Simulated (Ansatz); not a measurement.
**BH3SSi: molecular dynamics**

Aim: follow the molecule's vibrations and see whether its bonds hold. The start is relaxed first. Runs: 272 steps of 0.5 fs at constant energy (fourth-order Milne integrator), with velocities drawn for 300 K. SMILES of the start: B1[SiH2]S1.

All numbers below are computed with Ansatz 0.2.0 (RKS PBE0-D4/def2-mTZVP).

### 1 The system as given

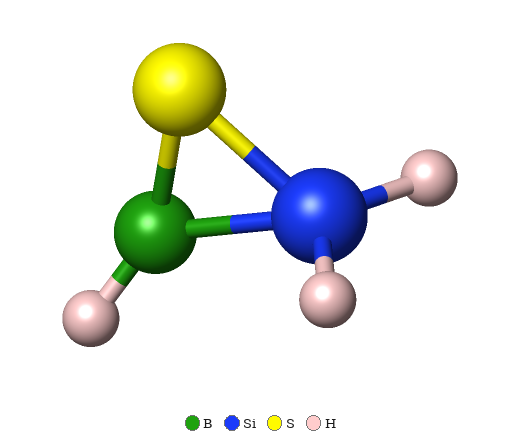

Start, viewed from a free direction; boron green, silicon blue, sulfur yellow, hydrogen pink.

Coordinates:

```xyz
6

B    -0.8121   -0.9086   -0.1365
Si    0.4305    0.6222    0.1994
S     0.9501   -1.2887    0.3625
H    -1.6596   -1.0858   -0.9124
H     0.9210    1.2728   -1.0414
H     0.2122    1.3240    1.4821
```

### 2 Preparing the start

The input, input.yaml:

```yaml
crystal:
  periodic: [false, false, false]
  atoms:
    - { symbol: B, position_ang: [-0.8121, -0.9086, -0.1365] }
    - { symbol: Si, position_ang: [0.4305, 0.6222, 0.1994] }
    - { symbol: S, position_ang: [0.9501, -1.2887, 0.3625] }
    - { symbol: H, position_ang: [-1.6596, -1.0858, -0.9124] }
    - { symbol: H, position_ang: [0.921, 1.2728, -1.0414] }
    - { symbol: H, position_ang: [0.2122, 1.324, 1.4821] }
basis:
  gaussian: { orbitals: def2-mTZVP }
hamiltonian:
  xc: pbe0
  dispersion: d4
relax:
  f_tol: 0.02
  max_steps: 40
output:
  orbitals: {}
```

Started as:

```console
$ ansatz run input.yaml --threads 1 --pin off --max-ram 2048MiB --backend cpu --events-out ev --progress --plain --runs-dir out
```

The runs that follow: Dynamics.

Before running it: what results should come out? Wanted: relaxation of the start; temperature, first and last step; temperature, second half; potential energy, second half; largest change of the total energy; bonds formed or broken.

As calculated:

```
                          quantity                         value
           relaxation of the start       5 moves, 1.052 eV lower
                            length           272 steps of 0.5 fs
  temperature, first and last step                 300 and 142 K
          temperature, second half  mean 154 K, from 95 to 215 K
     potential energy, second half   +13 meV/atom from the start
largest change of the total energy                 0.00 meV/atom
            bonds formed or broken                             0
```

The temperature starts at 300 K and averages 154 K in the second half, where it ranges from 95 to 215 K; a mean near half the start is what vibrations about a minimum give, since they share energy equally between motion and strain. The total energy strays from its start by at most 0.00 meV/atom, under 0.1 % of the mean kinetic energy, so a step of 0.5 fs is short enough over this time. No bond forms or breaks. 136 fs on 6 atoms is far too short and small for converged averages. The nuclei move classically, without zero-point motion, which matters most for hydrogen.
